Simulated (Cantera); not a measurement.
Input: 1 mol SiO2, a varied amount of Cl2, 0.65 mol H2, 3.9 mol SiCl4, held at 525 °C and 0.0100 bar.

Equilibrium computed with Cantera from the NASA thermochemical tables; the gas is ideal and each condensed phase is pure. Candidate condensed phases: H2O, Si, SiO2; 30 gas species. Rates play no part.

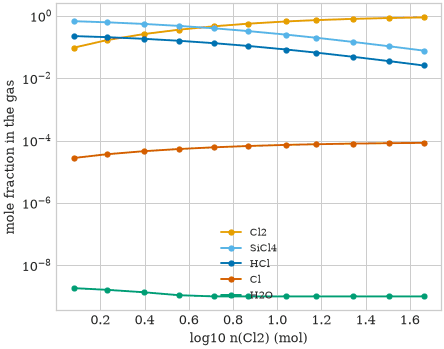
Fig. 1. Equilibrium gas composition (values under 1e-9 drawn at 1e-9)

### Question
Read off the mole fractions at 3.6 mol Cl2.

### Answer
SiCl4 about 0.48, Cl2 about 0.36, HCl about 0.16, Cl about 5.4e-5.
